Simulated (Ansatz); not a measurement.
## Effect of x(V) = 0.5, 8 atoms, Pmmn on NbN

Consider NbN in the rock salt structure (space group Fm-3m, No. 225; a = 4.4213 Å).

The other end (x = 1) is VN in the rock salt structure (space group Fm-3m, No. 225): 8.72 Å³/atom, gap zero.

The change: a fraction x = 0.5 of the Nb sites is given to V, ordered in a cell of 8 atoms (starting symmetry Pmmn) and fully relaxed.

Method: PBE (Ansatz, an electronic-structure program, PAW, no spin-orbit coupling). Γ-centred 15×11×8 mesh, Fermi–Dirac width 0.05 eV, for the changed cell.

The volume per atom shrinks by 0.986 Å³ (10.80 Å³ → 9.82 Å³) and the density falls by 0.95 g/cm³, from 8.22 g/cm³ to 7.27 g/cm³. The band gap remains zero and the mixing energy comes out as +0.02 eV/atom (to 0.01 eV only: unlike meshes or grids). The deviation of the volume from the linear (Vegard-type) interpolation is +0.6 % and the mean first-shell distances comes out as Nb–N 2.182 Å (end compound 2.211 Å), V–N 2.112 Å (end compound 2.058 Å).

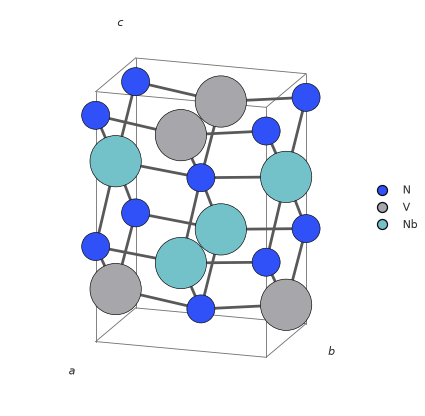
Figure: The relaxed conventional cell after the change

These are small ordered cells, not random alloys; other orderings at the same x differ. No phonon test of stability was made. Starting moments died away, wholly or in part, for x(V) = 0.5, 8 atoms, Pmmn and Nb → V; another magnetic solution may exist. All final runs are without spin polarisation.
